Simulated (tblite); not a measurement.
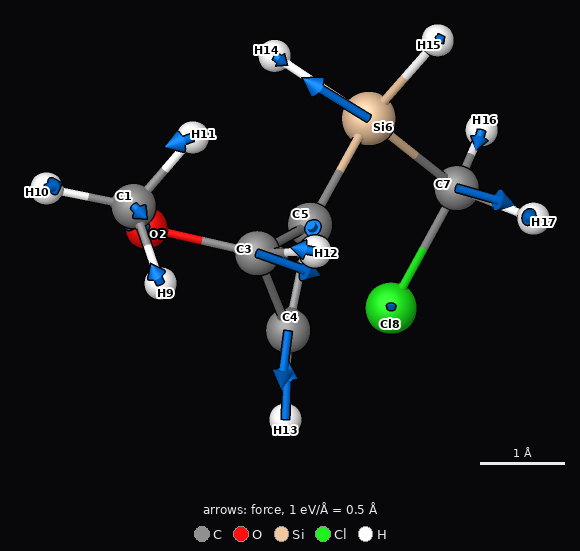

Starting geometry of C$_{5}$H$_{9}$ClOSi with the computed forces as blue arrows. Style: ball-and-stick. Shown from a free direction.

Theory: GFN2-xTB geometry optimisation, gas phase (tblite). 

Is this structure relaxed? If not, where do the atoms go?

Answer. It isn't relaxed: the largest force vector, on Si6, is 2.06 eV/Å. The final displacements have little in common with the starting forces (cosine between the two patterns 0.06). Over 175 geometry steps the energy falls by 44.5 kJ/mol. The atom that moves furthest after the best rigid fit is H9 (1.60 Å). Largest moves by element: H 1.60 Å, O 0.76 Å, C 0.65 Å, Cl 0.63 Å, Si 0.45 Å. Among the contacts that change: Si6–C7 1.844 → 1.912 Å, C4–H13 1.112 → 1.062 Å, Si6–H14 1.491 → 1.463 Å, O2–C3 1.378 → 1.399 Å. Among the angles between lasting bonds that change: O2–C3–H12 119.1° → 112.7°, C4–C3–H12 115.3° → 121.4°, C1–O2–C3 107.2° → 113.0°. Groups turn about O2–C3 by about 70°. Cost: 2.4 s on 1 thread of Arm Neoverse N1 (shared host).
